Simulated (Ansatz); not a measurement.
## Ligand exchange: C2H3F + InH2I → C2H2FI + InH3

Species: C2H3F `C=CF`, singlet; InH2I `[InH2][I]`, singlet; C2H2FI `C=C(F)I`, singlet; InH3 `[InH3]`, singlet. The partners trade H for I: C–H and In–I bonds give way to C–I and In–H.

Shapes, held fixed at every level: PBE0-D4/def2-TZVP. Programs: Ansatz 0.2.0. The zero-point and thermal change to 298 K, harmonic and unscaled (PBE0-D4/def2-TZVP), is -14.4 kJ/mol.

```json
{"level": "HF/def2-SVP", "kind": "Hartree–Fock", "ΔH(298 K) (kJ/mol)": "+242.4", "less CCSD(T)/def2-TZVPP": "+46.4"}
{"level": "r2SCAN-D4/def2-TZVPP", "kind": "meta-GGA", "ΔH(298 K) (kJ/mol)": "+197.9", "less CCSD(T)/def2-TZVPP": "+1.9"}
{"level": "B3LYP-D4/def2-TZVPP", "kind": "global hybrid", "ΔH(298 K) (kJ/mol)": "+197.2", "less CCSD(T)/def2-TZVPP": "+1.2"}
{"level": "PBE0-D4/def2-TZVPP", "kind": "global hybrid", "ΔH(298 K) (kJ/mol)": "+199.3", "less CCSD(T)/def2-TZVPP": "+3.3"}
{"level": "B2PLYP/def2-TZVPP", "kind": "double hybrid", "ΔH(298 K) (kJ/mol)": "+202.7", "less CCSD(T)/def2-TZVPP": "+6.7"}
{"level": "CCSD/def2-TZVPP", "kind": "coupled cluster or CI", "ΔH(298 K) (kJ/mol)": "+201.3", "less CCSD(T)/def2-TZVPP": "+5.3"}
{"level": "CCSD(T)/def2-TZVPP", "kind": "coupled cluster or CI", "ΔH(298 K) (kJ/mol)": "+196.0", "less CCSD(T)/def2-TZVPP": "0.0"}
```

The highest level, CCSD(T)/def2-TZVPP, gives ΔH(298 K) = +196.0 kJ/mol; the levels span +196.0 to +242.4. The column of differences is taken from that level and isn't an error. No measured value is set beside it here. For atoms past krypton def2 sets carry core potentials with scalar relativity. Correlated rows may include outer-core shells of I, In, which these sets cover unevenly.

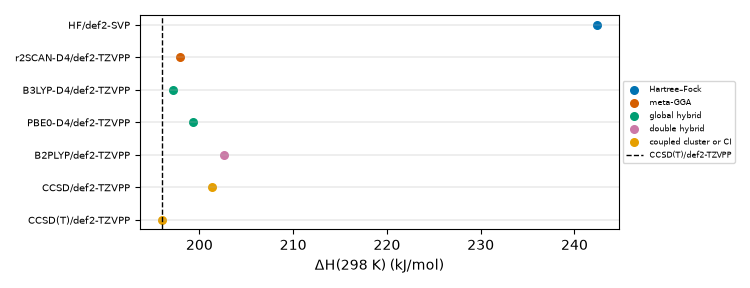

The values of the table, level by level.
